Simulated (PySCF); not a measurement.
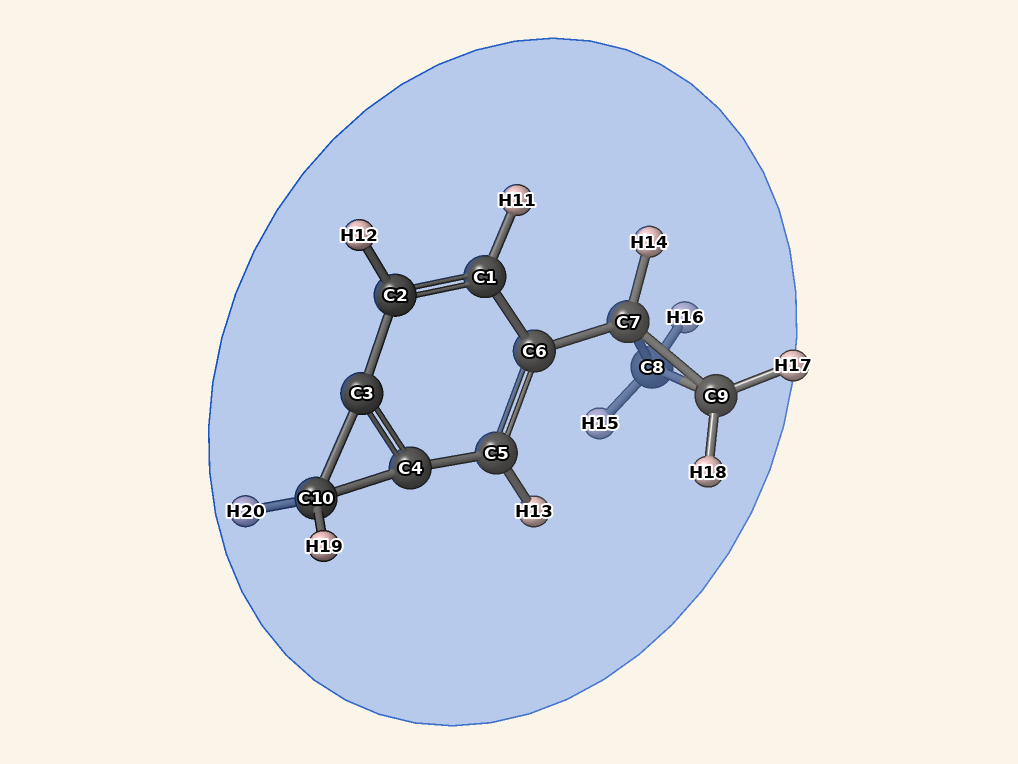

A disc through the centre of mass is drawn in. Depth is shown by fading: the farther an atom, the more it takes the colour of the background. The geometry was computed by an optimisation with GFN2-xTB. No frequency run is at hand to confirm it as a minimum.

Is the plane of the disc a mirror plane of the structure?

Answer. Yes. The reflection leaves C1, C2, C3, C4, C5, C6, C7, C10, H11, H12, H13, H14 in place and moves C8 ↔ C9; H15 ↔ H18; H16 ↔ H17; H19 ↔ H20. The point group is Cs.
